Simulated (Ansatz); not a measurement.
## Effect of Ag → Cd on Cs2AgBiBr6

Consider Cs2AgBiBr6 (space group Fm-3m, No. 225; a = 11.188 Å).

The change: full substitution Ag → Cd; the structure is relaxed again.

Method: PBEsol, PAW, 420 eV (Ansatz, a first-principles code; no spin-orbit coupling), earlier PAW set. k-mesh 7×7×7 (Γ-centred); smearing 0.05 eV (Fermi–Dirac), for the changed cell.

```csv
quantity,base,changed,shift
volume per atom,35.01 Å³,36.69 Å³,+1.68 Å³
lattice parameter a,11.188 Å,11.364 Å,+0.176 Å
space group,Fm-3m (No. 225),Fm-3m (No. 225),–
shortest interatomic distance,2.753 Å,2.804 Å,+0.051 Å
band gap,1.10 eV,zero,–
```

Final structure:

```xyz
10
Lattice="0.0000 5.6820 5.6820 5.6820 0.0000 5.6820 5.6820 5.6820 0.0000" Properties=species:S:1:pos:R:3 pbc="T T T"
Cs     2.8410     2.8410     2.8410
Cs     8.5229     8.5229     8.5229
Cd     5.6820     5.6820     5.6820
Bi     0.0000     0.0000     0.0000
Br     2.8778     5.6820     5.6820
Br     8.4861     5.6820     5.6820
Br     5.6820     2.8778     5.6820
Br     5.6820     8.4861     5.6820
Br     5.6820     5.6820     2.8778
Br     5.6820     5.6820     8.4861
```

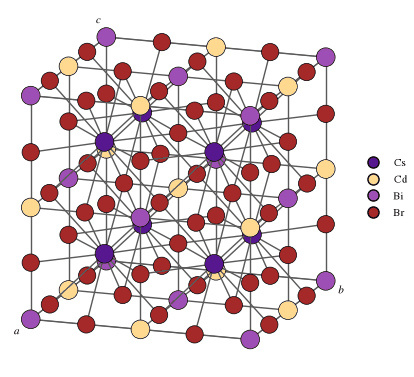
Figure. The relaxed conventional cell after the change

With Bi present, leaving out spin-orbit coupling can change the band edges. No phonon test of stability was made. As relaxed here, Cs2CdBiBr6 is a hypothetical phase, not in the database extracts checked. The final runs are not spin-polarised. An odd electron count without spin: Cs2CdBiBr6.
